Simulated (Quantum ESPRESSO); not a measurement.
# MgS (Niningerite): the optical phonon under strain

Aim: the phonon deformation potentials p and q of MgS (Niningerite), tested on a biaxially strained cell.

Method: DFT LDA, scalar-relativistic, plane waves, GBRV ultrasoft pseudopotentials, in Quantum ESPRESSO 7.5.

### 1. The relaxed structure

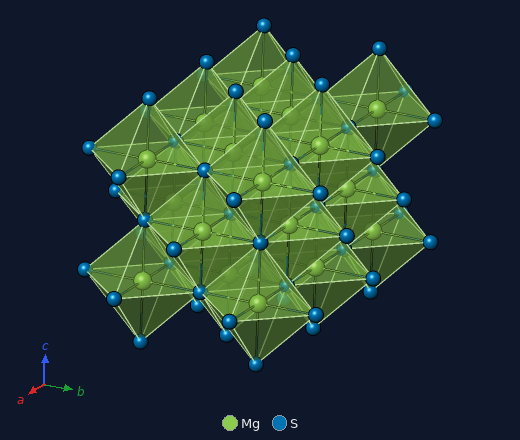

The starting structure, seen from a free direction (magnesium green, sulfur blue). 2×1×1 cells are drawn. This picture shows the conventional cell, with its axes. Some periodic images of atoms are drawn too.

This is the cell after its relaxation at this level of theory, not the database cell from which that began.

### 2. Uniaxial strain

The relaxed cell is stretched along z alone. This keeps all atoms on sites fixed by symmetry and splits the threefold mode into a singlet, polarised along z, and a doublet. The macroscopic field is left out, so these are transverse modes. Cutoff 55 Ry, k mesh 8×8×8.

From the response at ε_zz = 0.01:

Output:

```text
[banners, grids, parts of the stress and lines that vanish by symmetry left out]
Program PHONON v.7.5
     Reading xml data from directory:

[...]
Exchange-correlation= PZ
                           (   1   1   0   0   0   0   0)
[...]
kinetic-energy cut-off    =      55.0000  Ry
     charge density cut-off    =     440.0000  Ry
     convergence threshold     =      1.0E-18
[...]
Exchange-correlation= PZ
                           (   1   1   0   0   0   0   0)
[...]
q = (   0.0000000   0.0000000   0.0000000 )
     17 Sym.Ops. (with q -> -q+G )
     G cutoff =  528.5835  (  35781 G-vectors)     FFT grid: ( 45, 45, 45)
     G cutoff =  264.2918  (  12643 G-vectors)  smooth grid: ( 36, 36, 36)
     number of k points=    59
[...]
Mode symmetry, D_4h(4/mmm) point group:
[...]
Representation #   1 mode #   1
[...]
End of self-consistent calculation
     Convergence has been achieved
     Representation #   2 mode #   2
[...]
End of self-consistent calculation
     Convergence has been achieved
     Representation #   3 modes #   3   4
[...]
End of self-consistent calculation
     Convergence has been achieved
     Representation #   4 modes #   5   6
[...]
End of self-consistent calculation
     Convergence has been achieved
[...]
q = (    0.000000000   0.000000000   0.000000000 )
[...]
freq (    1) =      -0.366841 [THz] =     -12.236491 [cm-1]
     freq (    2) =      -0.356646 [THz] =     -11.896438 [cm-1]
     freq (    3) =      -0.356646 [THz] =     -11.896438 [cm-1]
     freq (    4) =       6.838677 [THz] =     228.113712 [cm-1]
     freq (    5) =       7.607002 [THz] =     253.742266 [cm-1]
     freq (    6) =       7.607002 [THz] =     253.742266 [cm-1]
[...]
Mode symmetry, D_4h(4/mmm) point group:
     freq (   1-   1) =        -12.2  [cm-1]   --> A_2u X_4' M_4'  I
     freq (   2-   3) =        -11.9  [cm-1]   --> E_u  X_5' M_5'  I
     freq (   4-   4) =        228.1  [cm-1]   --> A_2u X_4' M_4'  I
     freq (   5-   6) =        253.7  [cm-1]   --> E_u  X_5' M_5'  I

   JOB DONE.
```

| ε_zz | singlet (cm⁻¹) | doublet (cm⁻¹) | σ_zz (GPa) | σ_xx (GPa) |
| --- | --- | --- | --- | --- |
| -0.01 | 276.58 | 250.53 | -1.782 | -0.475 |
| -0.005 | 264.42 | 251.43 | -0.883 | -0.253 |
| 0 | 252.26 | 252.26 | -0.036 | -0.036 |
| 0.005 | 240.24 | 253.07 | 0.762 | 0.176 |
| 0.01 | 228.11 | 253.74 | 1.514 | 0.384 |

Stress is counted positive in tension.

### 3. The fit

To first order ω² − ω₀² = p ε_zz + q (ε_xx + ε_yy) for the mode along z, and likewise for x and y. With ε_zz alone the singlet gives p and the doublet q.

The linear terms of parabolas through ω² are p = -19.21 ω₀² and q = 1.28 ω₀², with ω₀ = 252.3 cm⁻¹. Those of the stresses are C11 = 165 GPa and C12 = 43 GPa. Under hydrostatic strain p and q imply γ = −(p + 2q)/(6 ω₀²) = 2.78.

A layer held to an in-plane strain ε and free along z takes ε_zz = −2 (C12/C11) ε = -0.521 ε. To first order the singlet then shifts by (q − p C12/C11) ε / ω₀ = 1585 ε cm⁻¹. For ε = -0.006, ε_zz = 0.00313, the formulas for ω² predict 242.56 cm⁻¹ for the singlet and 265.96 cm⁻¹ for the doublet.

### 4. A biaxially strained cell

This run was no part of the fit.

Output:

```text
[banners, grids, parts of the stress and lines that vanish by symmetry left out]
[banner, memory and clock lines left out]
Program PHONON v.7.5

[...]
Exchange-correlation= PZ
                           (   1   1   0   0   0   0   0)
[...]
kinetic-energy cut-off    =      55.0000  Ry
     charge density cut-off    =     440.0000  Ry
     convergence threshold     =      1.0E-18
[...]
Exchange-correlation= PZ
                           (   1   1   0   0   0   0   0)
[...]
q = (   0.0000000   0.0000000   0.0000000 )
     17 Sym.Ops. (with q -> -q+G )
     G cutoff =  521.8341  (  35189 G-vectors)     FFT grid: ( 45, 45, 45)
     G cutoff =  260.9171  (  12403 G-vectors)  smooth grid: ( 36, 36, 36)
     number of k points=    59
[...]
Mode symmetry, D_4h(4/mmm) point group:
[...]
Representation #   1 mode #   1
[...]
End of self-consistent calculation
     Convergence has been achieved
     Representation #   2 mode #   2
[...]
End of self-consistent calculation
     Convergence has been achieved
     Representation #   3 modes #   3   4
[...]
End of self-consistent calculation
     Convergence has been achieved
     Representation #   4 modes #   5   6
[...]
End of self-consistent calculation
     Convergence has been achieved
[...]
q = (    0.000000000   0.000000000   0.000000000 )
[...]
freq (    1) =      -0.331454 [THz] =     -11.056119 [cm-1]
     freq (    2) =      -0.316827 [THz] =     -10.568205 [cm-1]
     freq (    3) =      -0.316827 [THz] =     -10.568205 [cm-1]
     freq (    4) =       7.273603 [THz] =     242.621270 [cm-1]
     freq (    5) =       7.985614 [THz] =     266.371423 [cm-1]
     freq (    6) =       7.985614 [THz] =     266.371423 [cm-1]
[...]
Mode symmetry, D_4h(4/mmm) point group:
     freq (   1-   1) =        -11.1  [cm-1]   --> A_2u X_4' M_4'  I
     freq (   2-   3) =        -10.6  [cm-1]   --> E_u  X_5' M_5'  I
     freq (   4-   4) =        242.6  [cm-1]   --> A_2u X_4' M_4'  I
     freq (   5-   6) =        266.4  [cm-1]   --> E_u  X_5' M_5'  I
```

```
   mode  predicted (cm⁻¹)  run (cm⁻¹)
singlet            242.56      242.62
doublet            265.96      266.37
```

The stress along z is -0.042 GPa and that in the plane -1.192 GPa; the unstrained cell carries -0.036 GPa.

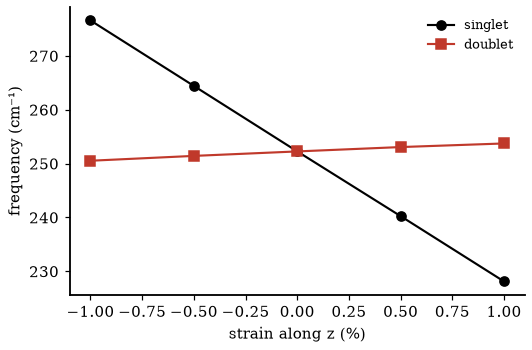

The two components under uniaxial strain.

### 5. What came out

| Property | Result |
| --- | --- |
| p (in units of the squared frequency) | -19.21 |
| q (same units) | 1.278 |
| shift of the singlet per unit of biaxial strain | 1585 cm⁻¹ |
| C11 and C12 | 165 and 43 GPa |

To first order, one per cent of tensile biaxial strain moves the singlet of MgS (Niningerite) by 15.9 cm⁻¹ and the doublet by -23.5 cm⁻¹; the formulas miss the test run by up to 0.41 cm⁻¹. In the rock-salt structure this mode is infrared active and has no first-order Raman line. The third potential, r, needs shear strain, which was not run. The acoustic modes of the response miss zero by 12 cm⁻¹, a numerical error that can touch the optical modes as well. These are harmonic values at zero temperature.

[Host names and launcher messages were left out of these logs when they were recorded.]

[Logs are printed without paths, hosts, clocks, repeated set-up lines and the standing remarks that a program may print on its own settings, such as how far it seeks lower states.]

[Hosts, paths, dates, database ids (printed as entryN), source tags and the programs' standing remarks are cut or masked in the printed files.]
